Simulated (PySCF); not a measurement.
# InPH3F3 (In(PF3)H3) at 3 levels

Aim: a comparison of 3 runs (CAM-B3LYP/3-21G, wB97X/3-21G, M06-2X/def2-SVP) of InPH3F3 (In(PF3)H3). Input form: a Python script.

The calculation is run with PySCF 2.14.0.

**1. The molecule**

InPH3F3: 8 atoms, total charge 0, spin state singlet. As SMILES, `[H][In]([H])([H])<-[P](F)(F)F`. Geometry: a GFN2-xTB relaxation, a rough one for these elements and not checked as a minimum.

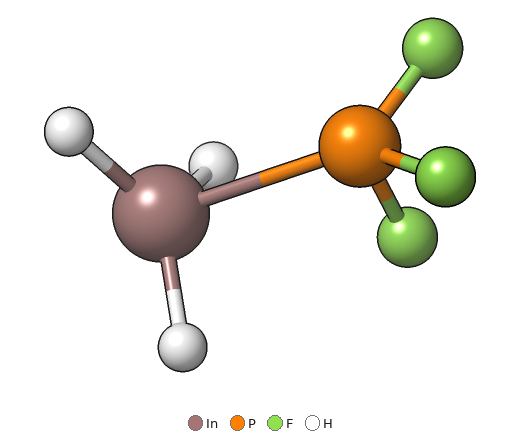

Viewed from a chosen angle; indium brown, phosphorus orange, fluorine green, hydrogen white.

**2. Energy and gradient at CAM-B3LYP/3-21G (run 1)**

The input, input.xyz:

```xyz
8
F3H3InP
In     0.054760    -0.064930    -1.604330
P     -0.290630     0.327820     1.134090
F     -1.237350    -0.028670     2.357270
F      0.809420     1.058590     2.009400
F      0.450520    -1.072120     1.167700
H      1.739070    -0.038020    -1.331230
H     -0.702340     1.340410    -2.202720
H     -0.823450    -1.523080    -1.530180
```

The input, run.py:

```python
# In(PF3)H3
from pyscf import gto, dft

mol = gto.M(
    atom='input.xyz',
    basis='3-21g',
    verbose=4,
    max_memory=1860,
    charge=0,
)

mf = dft.RKS(mol)
mf.xc = 'cam-b3lyp'
mf.conv_tol = 1e-10
mf.grids.level = 5
mf.kernel()
if not mf.converged:
    mf = mf.newton().run(mf.mo_coeff, mf.mo_occ)

e_final = mf.e_tot
print('E(%s) = %.9f' % ('CAM-B3LYP', e_final))
grad = mf.nuc_grad_method().kernel()
dip = mf.dip_moment()
pop, q = mf.mulliken_pop()
```

Started as:

```bash
$ OMP_NUM_THREADS=1 python run.py
```

What it wrote:

```text
PySCF version 2.14.0

[... 76 lines left out ...]
converged SCF energy = -6356.64051467836
[... 13 lines left out ...]
Dipole moment(X, Y, Z, Debye): -0.88081,  0.94732,  0.00526
[... 86 lines left out ...]
charge of    7H =     -0.14494
```

Wall time 38 s (1 thread of Intel Xeon at 2.70GHz, shared host); peak memory 0.76 GiB.

**3. Energy and gradient at wB97X/3-21G (run 2)**

The input, run.py:

```python
# In(PF3)H3
from pyscf import gto, dft

molecule = gto.M(
    atom=[
    ('In', (0.054760, -0.064930, -1.604330)),
    ('P', (-0.290630, 0.327820, 1.134090)),
    ('F', (-1.237350, -0.028670, 2.357270)),
    ('F', (0.809420, 1.058590, 2.009400)),
    ('F', (0.450520, -1.072120, 1.167700)),
    ('H', (1.739070, -0.038020, -1.331230)),
    ('H', (-0.702340, 1.340410, -2.202720)),
    ('H', (-0.823450, -1.523080, -1.530180)),
],
    basis='3-21g',
    verbose=4,
    max_memory=1860,
)

mf = dft.RKS(molecule, xc='wb97x')
mf.grids.level = 5
mf.conv_tol = 1e-10
mf.kernel()
if not mf.converged:
    mf = mf.newton().run(mf.mo_coeff, mf.mo_occ)

energy = mf.e_tot
print('E = %.10f Eh' % energy)
grad = mf.nuc_grad_method().kernel()
dip = mf.dip_moment()
pop, q = mf.mulliken_pop()
```

Started as:

```bash
$ OMP_NUM_THREADS=1 python run.py
```

What it wrote:

```text
PySCF version 2.14.0

[... 75 lines left out ...]
converged SCF energy = -6356.50453287342
[... 13 lines left out ...]
Dipole moment(X, Y, Z, Debye): -0.89486,  0.95831, -0.01111
[... 86 lines left out ...]
charge of    7H =     -0.15837
```

It took 39 s on 1 thread of Intel Xeon at 2.70GHz, shared host; peak memory 0.76 GiB.

**4. Energy and gradient at M06-2X/def2-SVP (core potential) (run 3)**

The input, input.py:

```python
import pyscf.grad
from pyscf import gto, dft

mol = gto.M(
    atom=[
    ('In', (0.054760, -0.064930, -1.604330)),
    ('P', (-0.290630, 0.327820, 1.134090)),
    ('F', (-1.237350, -0.028670, 2.357270)),
    ('F', (0.809420, 1.058590, 2.009400)),
    ('F', (0.450520, -1.072120, 1.167700)),
    ('H', (1.739070, -0.038020, -1.331230)),
    ('H', (-0.702340, 1.340410, -2.202720)),
    ('H', (-0.823450, -1.523080, -1.530180)),
],
    verbose=4,
    max_memory=1860,
    spin=0,
    ecp={'In': 'def2-svp'},
    basis='def2-svp',
)

ks = dft.RKS(mol, xc='m06-2x')
ks.grids.level = 5
ks.conv_tol = 1e-10
ks.kernel()
if not ks.converged:
    ks = ks.newton().run(ks.mo_coeff, ks.mo_occ)

etot = ks.e_tot
print('Final energy', etot)
grad = ks.Gradients().kernel()
ks.analyze()
```

Started as:

```bash
$ OMP_NUM_THREADS=1 python input.py
```

What it wrote:

```text
PySCF version 2.14.0

[... 109 lines left out ...]
MO #6   energy= -5.16700247858345  occ= 2
[... 18 lines left out ...]
MO #25  energy= -0.601469698885487 occ= 2
[... 18 lines left out ...]
MO #44  energy= 0.233773891885731  occ= 0
[... 18 lines left out ...]
MO #63  energy= 1.1948077389458    occ= 0
[... 18 lines left out ...]
MO #82  energy= 1.98086929819659   occ= 0
[... 18 lines left out ...]
MO #101 energy= 61.0454394417857   occ= 0
[... 112 lines left out ...]
Dipole moment(X, Y, Z, Debye): -0.74578,  0.80306,  0.02953
```

Wall time 62 s (1 thread of Intel Xeon at 2.70GHz, shared host); peak memory 1 GiB.

**5. The series**

```tsv
run	level	core potential	energy (Eh)	dipole moment (D)	HOMO energy (eV)	LUMO energy (eV)	wall time
1	CAM-B3LYP/3-21G	–	-6356.640515	1.29	-9.45	-0.87	38 s
2	wB97X/3-21G	–	-6356.504533	1.31	-10.48	0.11	39 s
3	M06-2X/def2-SVP (core potential)	def2-svp	-832.301391	1.10	-9.18	-1.30	62 s
```

**6. Outcome**

```
                       quantity          value
            run 3: total energy  -832.30139 Eh
           run 3: dipole moment         1.10 D
             run 3: HOMO energy       -9.18 eV
             run 3: LUMO energy       -1.30 eV
           run 3: HOMO–LUMO gap        7.89 eV
run 3: largest force on an atom     2.562 eV/Å
```

In words: The dipole moment (its size) runs from 1.10 D (M06-2X/def2-SVP) to 1.31 D (wB97X/3-21G). The two ends differ in method and basis and core potential. The HOMO–LUMO gap runs from 7.89 eV (M06-2X/def2-SVP) to 10.59 eV (wB97X/3-21G). Totals of different functionals can't be ranked against each other. Some runs of one species differ in core potentials or relativity; totals across that change don't compare. In runs 1, 2 relativity is left out where basis or elements ask for it. All runs together took 2.3 min, the longest 62 s.
